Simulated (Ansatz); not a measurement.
# AlGaH (sextet): trial inputs and their diagnosis

3 inputs are run for AlGaH (sextet) as typed; the log has to tell whether the result can be used and what must change.

Computed with Ansatz 0.2.0, Gaussian basis. Level: the settings change from run to run.

15 further runs of the same task are left out: 5 that didn't finish, 10 set aside as unsound or not needed.

## (1) The system

The geometry is a PBE0/def2-TZVP stationary point (not a proven minimum) of the parent state, kept for this charge and spin. No spin-orbit coupling is included. The filled d shell of Ga may be among the frozen orbitals whatever the setting's name suggests; the logs give the count.

3 atoms, charge 0, spin multiplicity 6.

Atoms are counted from 1 here; the program's logs count them from 0.

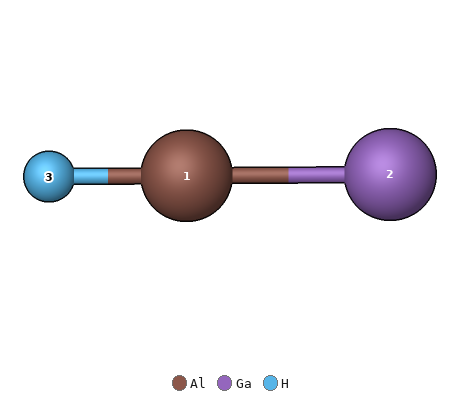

The geometry (aluminium brown, gallium purple, hydrogen blue); atoms are numbered from 1 in the order of the file.

Coordinates:

```xyz
3
charge 0, multiplicity 6
Al    0.0000    0.0000    0.2539
Ga    0.0000    0.0000   -2.0897
H     0.0000    0.0000    1.8358
```

## (2) Try 1

in.yaml reads:

```yaml
crystal:
  periodic: [false, false, false]
  atoms:
    - {symbol: Al, position_ang: [0.000000, 0.000000, 0.134364]}
    - {symbol: Ga, position_ang: [0.000000, 0.000000, -1.105869]}
    - {symbol: H, position_ang: [0.000000, 0.000000, 0.971505]}
basis:
  gaussian: {orbitals: cc-pVDZ}
magnetization: {spin_polarized: false, initial_magnetization: 5}
correlation: {active_space: {window: {electrons: 7, orbitals: 7}, fixed_orbitals: true}}
```

Run with:

```bash
> ansatz run in.yaml --threads 1 --pin off --events-out ev --progress --plain --max-ram 2393MiB
```

Log:

```text
Functional definition: HF
  name "HF"
  cite "Fock, Z. Phys. 61, 126 (1930) doi:10.1007/BF01340294"
  parent pbe
  exchange = exact_x
  correlation = 0
555 factors; integrals over basis functions are off by at most 5.3e-4 eV
mean field evaluation 1: about -58878.9707 eV, gradient 1.3e1 eV
mean field evaluation 2: about -58878.9922 eV, gradient 1.3e1 eV
mean field evaluation 4: about -58880.6181 eV, gradient 9.3e-1 eV
mean field evaluation 8: about -58880.7136 eV, gradient 1.7e-1 eV
mean field evaluation 16: about -58880.0785 eV, gradient 5.0e0 eV
mean field evaluation 32: about -58880.7138 eV, gradient 3.4e-2 eV
mean field -58880.71387900 eV, -2163.8263242720 hartree, gradient 2.1e-6 eV, S^2 8.750000; 4 other end points of the search recorded, 0 dependent functions left out
reference -58880.71387900 eV, -2163.8263242720 hartree; 25, 20 occupied and 25, 30 virtual orbitals, 555 factors
state -58880.77557301 eV, -2163.8285914852 hartree
Total energy: -58880.77557301 eV, -2163.8285914852 hartree
```

It took 0.93 s on 1 thread of Arm Neoverse V2, shared host.

Diagnosis: The run converged, which proves nothing about the input. The coordinates are scaled by the bohr-ångström factor. The shortest distance is 0.84 Å, against 1.58 Å in the geometry of step 1. Its energy belongs to another geometry. Cure: restore the coordinates in ångström.

## (3) Try 2

in.yaml reads:

```yaml
crystal:
  periodic: [false, false, false]
  atoms:
    - {symbol: Al, position_ang: [0.000000, 0.000000, 0.253900]}
    - {symbol: Ga, position_ang: [0.000000, 0.000000, -2.089700]}
    - {symbol: H, position_ang: [0.000000, 0.000000, 1.835800]}
basis:
  gaussian: {orbitals: def2-SVP, fitting: {mean_field: def2-universal-jkfit}}
magnetization: {spin_polarized: false, initial_magnetization: 5}
correlation: {active_space: {ras: {orbitals: [1, 5, 30], electrons: 8, max_holes: 2, max_particles: 2}, fixed_orbitals: true}}
scf: {lower_state_search: off}
output: {forces: true}
```

Same command.

Log:

```text
Functional definition: HF
  name "HF"
  cite "Fock, Z. Phys. 61, 126 (1930) doi:10.1007/BF01340294"
  parent pbe
  exchange = exact_x
  correlation = 0
these checks for a lower state are left out or cut short: starts, cluster_reference, orbital_swaps, neighbouring_geometries, increment
412 factors; integrals over basis functions are off by at most 3.9e-1 eV
mean field evaluation 1: about -58915.0724 eV, gradient 9.5e0 eV
mean field evaluation 2: about -58916.1105 eV, gradient 4.2e0 eV
mean field evaluation 4: about -58916.2795 eV, gradient 1.2e0 eV
mean field evaluation 8: about -58916.1296 eV, gradient 8.0e-1 eV
mean field -58916.88496757 eV, -2165.1555872594 hartree, gradient 1.7e-6 eV, S^2 8.750000; 0 other end points of the search recorded, 0 dependent functions left out
reference -58916.88496757 eV, -2165.1555872594 hartree; 25, 20 occupied and 30, 35 virtual orbitals, 412 factors
Error: 8 electrons in 36 orbitals form no window around the highest filled level of the reference
```

Run time: 0.36 s. Hardware: 1 thread of Arm Neoverse V2, shared host.

What is wrong: The run stopped with an error. The electron count of the restricted space is wrong. Cure: count the correlated electrons again.

## (4) Try 3

in.yaml reads:

```yaml
crystal:
  periodic: [false, false, false]
  atoms:
    - {symbol: Al, position_ang: [0.000000, 0.000000, 0.253900]}
    - {symbol: Ga, position_ang: [0.000000, 0.000000, -2.089700]}
    - {symbol: H, position_ang: [0.000000, 0.000000, 1.835800]}
basis:
  gaussian: {orbitals: cc-pVDZ}
magnetization: {spin_polarized: false, initial_magnetization: 5}
hamiltonian: {xc: pbe}
correlation: {method: fic_mrcisd_q, electrons: valence, active_space: {window: {electrons: 7, orbitals: 7}}}
```

Same command.

Log:

```text
Error: invalid value for `correlation.active_space`: it starts from restricted Hartree–Fock orbitals; set hamiltonian.xc: hf without magnetization.spin_polarized
```

Run time: 0.03 s. Hardware: 1 thread of Arm Neoverse V2, shared host.

Diagnosis: The run was refused. An active space is asked on a functional's orbitals. Cure: start from Hartree-Fock.

## (5) How the runs ended

| try | level | ended | cause | time |
| --- | --- | --- | --- | --- |
| 1 | CASCI(7,7)/cc-pVDZ | converged | the coordinates are scaled by the bohr-ångström factor | 0.93 s |
| 2 | CISD/def2-SVP | stopped by an error | the electron count of the restricted space is wrong | 0.36 s |
| 3 | MRCISD+Q(7,7)/cc-pVDZ | refused | an active space is asked on a functional's orbitals | 0.03 s |

1 converged, 1 stopped by an error, 1 refused. The input that converges on a wrong geometry or spin is the dangerous one: no error points at it, so geometry and ⟨S²⟩ have to be checked.
